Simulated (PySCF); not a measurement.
H₄Lu (charge −1)

Input

```
mol = gto.M(atom='''
Lu     0.00000     0.00000    -0.00000
H      1.15996     1.15996     1.15996
H     -1.15996    -1.15996     1.15996
H      1.15996    -1.15996    -1.15996
H     -1.15996     1.15996    -1.15996''',
    basis={'Lu': 'def2-SVP', 'H': 'def2-SVP'},
    ecp={'Lu': 'def2-SVP'},
    charge=-1, spin=0)
mf = dft.RKS(mol, xc='PBE0')
mf.grids.atom_grid = (75, 302)  # f atoms: at least (60, 302), unpruned
mf = mf.density_fit()  # Lu def2-universal-JKFIT, H def2-universal-JKFIT
mf.conv_tol = 1e-09; mf.max_cycle = 55
mf.kernel(dm0)
```

Launched as:

```sh
OMP_NUM_THREADS=2 python run.py
```

The calculation used RKS PBE0, Lu def2-SVP with ECP28, H def2-SVP; non-relativistic Hamiltonian with scalar-relativistic core potentials where named; density fitting (PySCF 2.14.0).

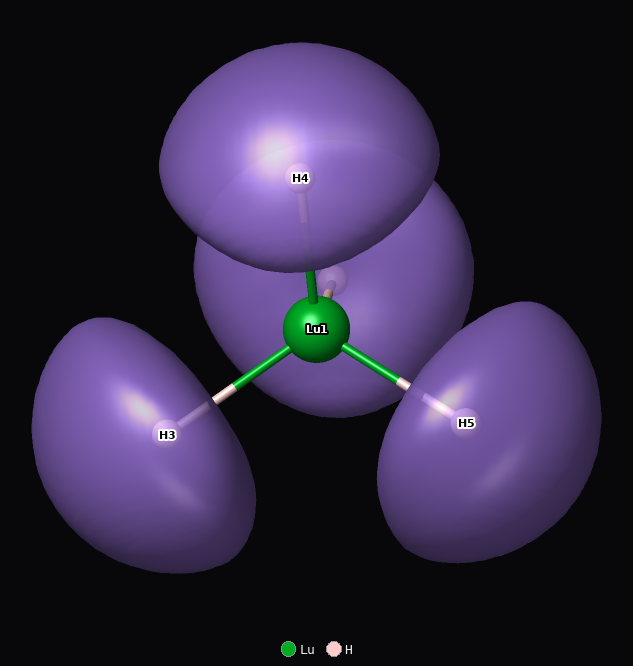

Figure 1. Isosurface of the electron localisation function at 0.85 (purple), seen at an oblique angle. Only the valence region is drawn (cores and ρ < 0.01 e/Å³ removed).

What do the ELF domains correspond to?

The ELF exceeds this value in four regions around hydrogen nuclei. Profiles from the grid: Lu–H (2.01 Å): the ELF climbs to about 1 towards the hydrogen.

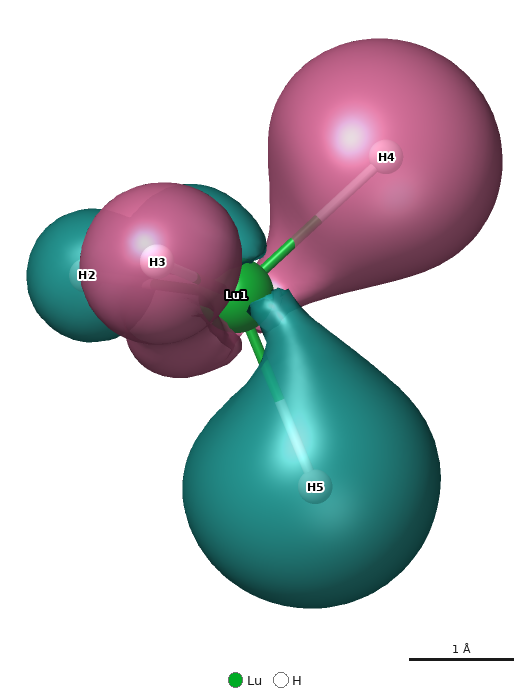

Figure 2. The HOMO at ±0.1 Å⁻³ᐟ² (teal and pink are the two phases), seen at an oblique angle.

What is the character of this orbital?

By Hirshfeld shares it lies mainly on Lu1 (about 35 %), H4 (about 25 %) and H5 (about 25 %). It is one of a degenerate set, so its orientation is arbitrary. Its energy is −2.14 eV.

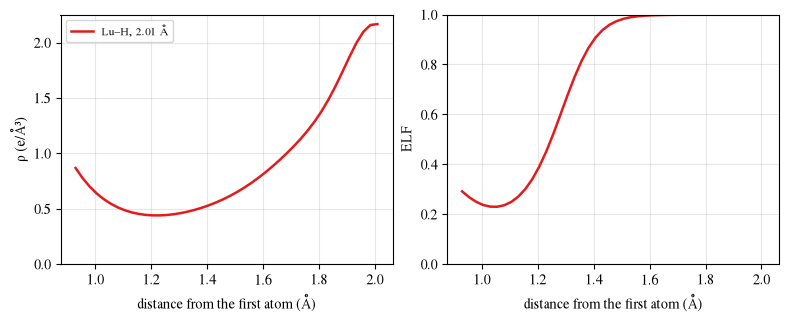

Figure 3. Electron density and electron localisation function along straight lines between neighbouring atoms. The curves leave out the atomic cores.

What can be read from the curves?

Lu–H (2.01 Å): the density is about 0.64 e/Å³ at the midpoint; the ELF climbs to about 1 towards the hydrogen.
